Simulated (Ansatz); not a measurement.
# Fields on a plane of ZnCu2SnS4 (kesterite type, space group I-4)

```
ZnCu2SnS4
1.0
   -2.73424     2.73424     5.46757
    2.73424    -2.73424     5.46757
    2.73424     2.73424    -5.46757
Cu Zn Sn S
2 1 1 4
Direct
  0.00000   0.00000   0.00000
  0.75000   0.25000   0.50000
  0.25000   0.75000   0.50000
  0.50000   0.50000   0.00000
  0.63691   0.62896   0.52468
  0.10428   0.11223   0.47532
  0.37104   0.89572   0.00795
  0.88777   0.36309   0.99205
```

The slice is a (100) plane (indices of the conventional cell) through the point (0.250, 0.750, 0.500) (fractional), spanned by u = [101] and v = [110] in vectors of this cell: u (5.47 Å) and v (10.94 Å, at 90° to u). It covers one period; positions are fractions (u, v).

Atoms on it: Cu at (0.50, 0.25); Cu at (0.00, 0.50); Zn at (0.00, 0.00); Sn at (0.50, 0.75).

Level of theory: PBE (plane waves to 420 eV, PAW, scalar-relativistic; Ansatz, a program for electronic structure). k mesh 9×9×9. Near the nuclei the fields are pseudised (PAW); where an atom keeps semicore shells as valence, they peak there. At this level the bands of ZnCu2SnS4 touch or barely overlap; measurements give the solid a gap. The PAW data are Ansatz's earlier set. ZnCu2SnS4 is run without spin polarisation. ZnCu2SnS4 was relaxed with its symmetry unable to fall.

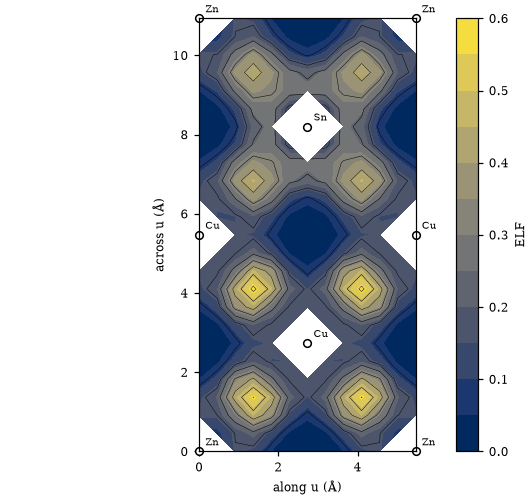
Figure: Electron localisation function (ELF), one period of the plane, atoms marked. Points within 0.5 Å of a nucleus are left white, as the pseudised field means little there.

```
|xxxx007799999999997700xx|
|xx0055778888888888775500|
|667777776633223366777777|
|999988660000xx0000668899|
|9999883300xxxxxx00338899|
|99998822xxxxxxxxxx228899|
|9999883300xxxxxx00338899|
|999988660000xx0000668899|
|778888776633223366778888|
|xx0066888888778888886600|
|xxxx118899999999998800xx|
|xxxxxx77999999999977xxxx|
|xxxx007799999999997700xx|
|xx0055778899999988775500|
|778877667777777777667788|
|999988775500xx0055778899|
|9999998800xxxxxx00889999|
|99999977xxxxxxxxxx779999|
|9999998800xxxxxx00889999|
|999988886600xx0066888899|
|667777777777777777777777|
|xx0044778899999988774400|
|xxxx006688999999886600xx|
|xxxxxx66999999999966xxxx|
```
Scale: ten equal steps from 0.00 (start of '0') to 8.11 (end of '9'), in the order '0123456789'. Values: electrostatic potential energy of an electron, from the cell's mean, in eV. The map has 12 points along u (two characters each, u = 0 at the left) and 24 along v (v = 0 in the bottom row). Points within 1 Å of a nucleus are blanked (x), as the pseudised field means little there. Values under 0 eV are set to 0. The zero, the cell's mean, hangs on the PAW cores.
